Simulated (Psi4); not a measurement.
**CCSD(T)/cc-pCVTZ (sweep point 4) run of HOF (hypofluorous acid)**

Aim: the energy change on altering one bond length of HOF (hypofluorous acid) at CCSD(T)/cc-pCVTZ (sweep point 4), from 2 runs. 

The calculation is run with Psi4 1.11.

## (1) The system as given

The species is HOF (3 atoms), meant as a singlet with charge 0. SMILES: `OF`. The coordinates come from a PBE0-D4/def2-TZVP relaxation.

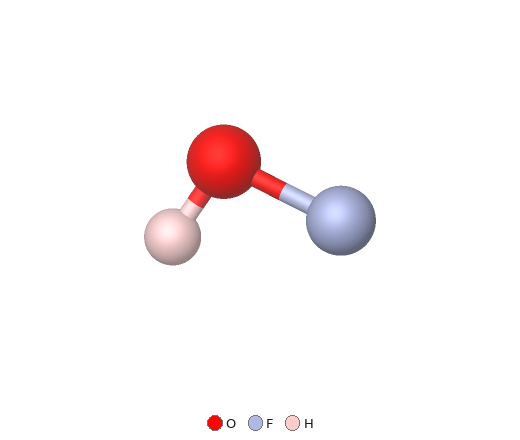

Viewed from a chosen angle; oxygen red, fluorine light blue, hydrogen pink.

## (2) A single-point energy at CCSD(T)/cc-pCVTZ (sweep point 4)

input.inp

```
memory 1600 mb

molecule m {
  0 1
  O      0.430590    -0.210340     0.216330
  F     -0.221910     1.014620    -0.010980
  H     -0.208690    -0.804280    -0.205350
  units angstrom
  symmetry c1
}

set basis cc-pCVTZ
set reference rhf
set puream true
set scf_type pk
set num_frozen_docc 0

energy_value, wavefunction = energy('ccsd(t)', return_wfn=True)
```

Run with:

```console
$ psi4 -n 1 input.inp input.out
```

input.out:

```text
[...]
  Running in c1 symmetry.
[...]
  Nuclear repulsion =   34.062701107921029
[...]
  Multiplicity = 1
[...]
  Nalpha       = 9
  Nbeta        = 9
[...]
    Number of basis functions: 100
[...]
   @RHF iter   1:  -174.77826577421541   -6.89309e-01   2.86539e-03 ADIIS/DIIS
[...]
   @RHF iter  12:  -174.80675119409958   -1.79057e-12   3.79315e-09 DIIS
[...]
    Orbital Energies [Eh]
    ---------------------
    Doubly Occupied:
       1A    -26.342383     2A    -20.686358     3A     -1.653906
       4A     -1.309524     5A     -0.779403     6A     -0.725893
       7A     -0.690172     8A     -0.601495     9A     -0.537886
[...]
  @RHF Final Energy:  -174.80675119409958
   => Energetics <=
    Nuclear Repulsion Energy =             34.0627011079210291
    One-Electron Energy =                -311.0848648376525603
    Two-Electron Energy =                 102.2154125356319270
    Total Energy =                       -174.8067511940996042
[...]
 Multipole Moments:
 ------------------------------------------------------------------------------------
     Multipole            Electronic (a.u.)      Nuclear  (a.u.)        Total (a.u.)
 ------------------------------------------------------------------------------------
 L = 1.  Multiply by 2.5417464519 to convert [e a0] to [Debye]
 Dipole X            :         -0.3493784           -0.0741923           -0.4235707
 Dipole Y            :          0.9875803           -1.7197104           -0.7321301
 Dipole Z            :          0.0000000            0.0000000            0.0000000
 Magnitude           :                                                    0.8458290
[...]
      * MP2 total energy                      = -175.426859624716514
[...]
      * CCSD total energy                     = -175.433894786221174
[...]
      * CCSD(T) total energy                  = -175.452718984637357
[...]
```

It took 66 s on 1 thread of Intel Xeon at 2.70GHz, shared host; peak memory 1.2 GiB.

## (3) The distorted shape at the same level

job.dat

```
memory 1600 MB

molecule {
  O      0.942030     0.264827     0.553685
  F      0.289530     1.489787     0.326375
  H     -0.208690    -0.804280    -0.205350
  units angstrom
  symmetry c1
}

set {
  basis           cc-pCVTZ
  puream          true
  scf_type        pk
  num_frozen_docc 0
}

result, w = energy('ccsd(t)', return_wfn=True)
```

Run with:

```console
$ psi4 -n 1 job.dat job.out
```

job.out:

```text
[...]
  Running in c1 symmetry.
[...]
  Nuclear repulsion =   31.496395106691306
[...]
  Multiplicity = 1
[...]
  Nalpha       = 9
  Nbeta        = 9
[...]
    Number of basis functions: 100
[...]
   @RHF iter   1:  -174.57011316517890   -8.52060e-01   3.08508e-03 ADIIS/DIIS
[...]
   @RHF iter  13:  -174.63176366184902   -6.22435e-12   3.60837e-09 DIIS
[...]
    Orbital Energies [Eh]
    ---------------------
    Doubly Occupied:
       1A    -26.327596     2A    -20.709263     3A     -1.629825
       4A     -1.227100     5A     -0.710149     6A     -0.698379
       7A     -0.662695     8A     -0.521214     9A     -0.482629
[...]
  @RHF Final Energy:  -174.63176366184902
   => Energetics <=
    Nuclear Repulsion Energy =             31.4963951066913062
    One-Electron Energy =                -306.3186186246755369
    Two-Electron Energy =                 100.1904598561352202
    Total Energy =                       -174.6317636618490212
[...]
 Multipole Moments:
 ------------------------------------------------------------------------------------
     Multipole            Electronic (a.u.)      Nuclear  (a.u.)        Total (a.u.)
 ------------------------------------------------------------------------------------
 L = 1.  Multiply by 2.5417464519 to convert [e a0] to [Debye]
 Dipole X            :         -0.0376120           -0.6469570           -0.6845690
 Dipole Y            :          1.2218887           -2.1672661           -0.9453774
 Dipole Z            :          0.0000000           -0.0000000            0.0000000
 Magnitude           :                                                    1.1672074
[...]
      * MP2 total energy                      = -175.290532417622103
[...]
      * CCSD total energy                     = -175.299791707865893
[...]
      * CCSD(T) total energy                  = -175.327778842833254
[...]
```

It took 66 s on 1 thread of Intel Xeon at 2.70GHz, shared host; peak memory 1.2 GiB.

## (4) Results

At CCSD(T)/cc-pCVTZ (sweep point 4):

| quantity | value |
| --- | --- |
| first shape: total energy | -175.45272 Eh |
| first shape: HOMO energy (Hartree–Fock orbitals) | -14.64 eV |
| first shape: LUMO energy (Hartree–Fock orbitals) | 3.56 eV |
| first shape: HOMO–LUMO gap (Hartree–Fock orbitals) | 18.19 eV |
| first shape: correlation energy | -646.0 mEh |
| first shape: (T) correction | -18.82 mEh |
| first shape: T1 diagnostic | 0.010 |
| distorted shape: total energy | -175.32778 Eh |
| distorted shape: HOMO energy (Hartree–Fock orbitals) | -13.13 eV |
| distorted shape: LUMO energy (Hartree–Fock orbitals) | -0.92 eV |
| distorted shape: HOMO–LUMO gap (Hartree–Fock orbitals) | 12.21 eV |
| distorted shape: correlation energy | -696.0 mEh |
| distorted shape: (T) correction | -27.99 mEh |
| distorted shape: T1 diagnostic | 0.022 |
| energy change with the O1–H3 bond stretched from 0.969 to 1.745 Å | 3.400 eV |

**Reading.** With the O1–H3 bond stretched from 0.969 to 1.745 Å the energy rises by 3.40 eV (328 kJ/mol). The first shape isn't relaxed at this level, so the change isn't measured from a minimum. A restricted reference can't describe the breaking bond well at this length. The triples (first shape) make up 2.9 % of the correlation energy. The T1 diagnostic (distorted shape) of 0.022 is above the customary mark for such species, so a single reference may not serve. The triples (distorted shape) make up 4.0 % of the correlation energy.
